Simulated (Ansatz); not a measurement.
## Electronic structure of CH$_{2}$F$_{2}$GeO (SMILES FC[O][Ge][F]) in real space

```yaml
atoms:
  - { symbol: C, position_ang: [-1.5951, 0.5057, 3.5507] }
  - { symbol: F, position_ang: [-0.2768, 0.2707, 3.8070] }
  - { symbol: F, position_ang: [-1.2409, 2.8291, 1.8231] }
  - { symbol: Ge, position_ang: [-1.6017, 1.4007, 0.8551] }
  - { symbol: O, position_ang: [-1.8593, 0.2677, 2.2179] }
  - { symbol: H, position_ang: [-1.8089, 1.5518, 3.8300] }
  - { symbol: H, position_ang: [-2.1949, -0.1972, 4.1540] }
```

Geometry: PBE0-D3(BJ)/def2-SVP.

These are results of Ansatz 0.2.0, isolated molecule in a Gaussian basis; Kohn-Sham density functional theory, functional PBE0, not measurements.

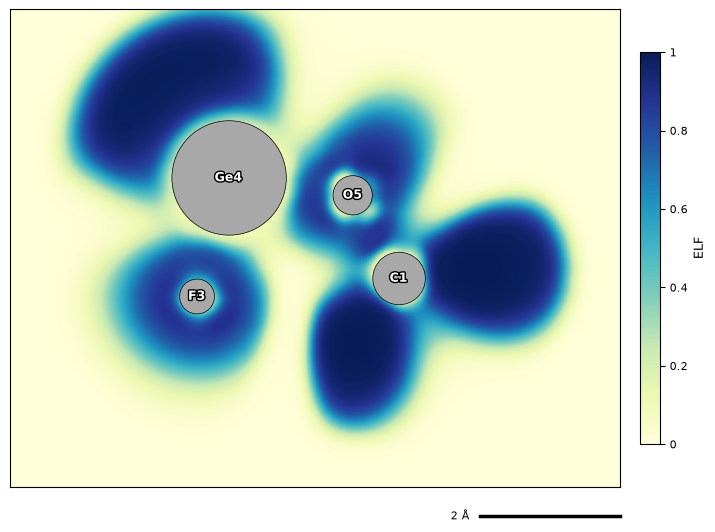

Figure 1. ELF on the plane of atoms F3, Ge4 and O5. Grey discs cover the atomic cores.

> Interpret the plot.

Atoms in the plane: C, F, Ge and O. C–O (1.38 Å): the ELF peaks at about 0.85 between the atoms: a polar covalent bond. Ge–F (1.76 Å): the ELF peaks at about 0.80 in the valence shell of F, 0.5 Å from its nucleus, and is about 0.25 at the midpoint. Ge–O (1.79 Å): the ELF peaks at about 0.85 in the valence shell of O, 0.6 Å from its nucleus, and is about 0.30 at the midpoint. The ELF also peaks beside F3 and O5, away from the bonds: lone-pair regions.

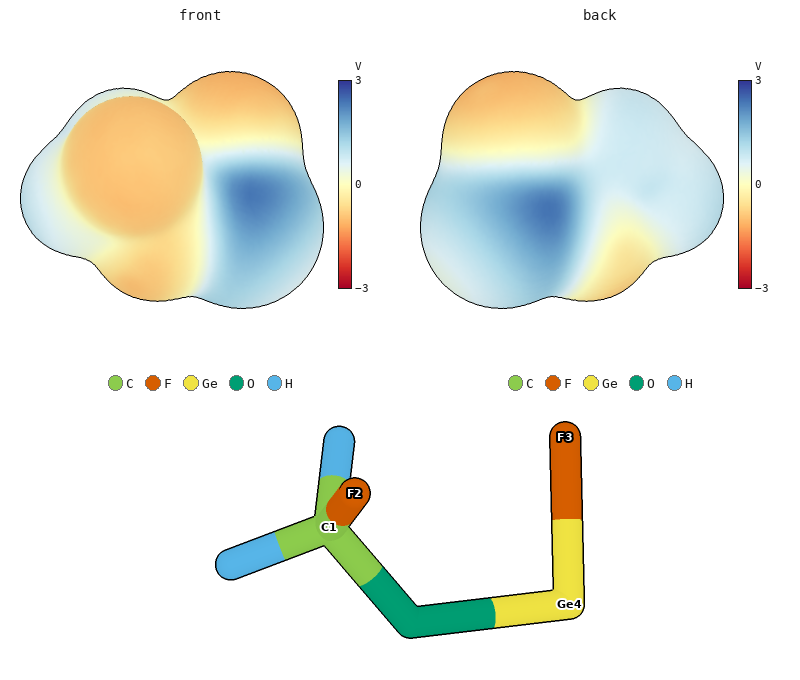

Figure 2. The electrostatic potential painted on the density surface at 0.002 e/bohr³, seen from the front and from behind; red is negative and blue positive. The bare structure is drawn below in the same view.

> Describe the electrostatic potential map.

The most negative region (about −1.1 V) lies over F3, the most positive (about +2.3 V) over Ge4.

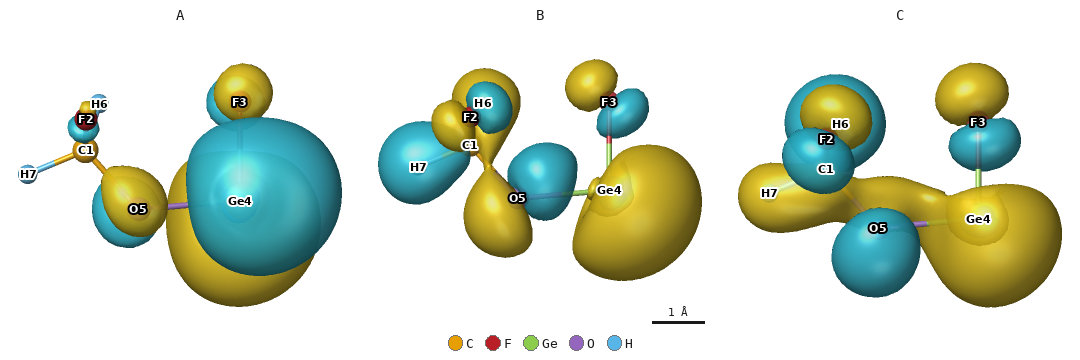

Figure 3. Three frontier orbitals at ±0.1 Å⁻³ᐟ² (yellow and cyan are the two phases), in no order.

> Which picture is the HOMO−1, the HOMO and the LUMO?

C is the HOMO−1 (−9.24 eV). It lies mainly on Ge4 (about 25 %), O5 (about 20 %), C1 (about 15 %), F3 (about 15 %), F2 (about 10 %) and H6 (about 10 %). B is the HOMO (−8.49 eV). Its weight (Hirshfeld) is mainly on Ge4 (about 45 %), O5 (about 25 %), C1 (about 10 %), H7 (about 5 %) and F3 (about 5 %). A is the LUMO (−2.41 eV). It lies mainly on Ge4 (about 85 %) and O5 (about 10 %).

> What is the HOMO–LUMO gap?

6.08 eV between the orbital energies.
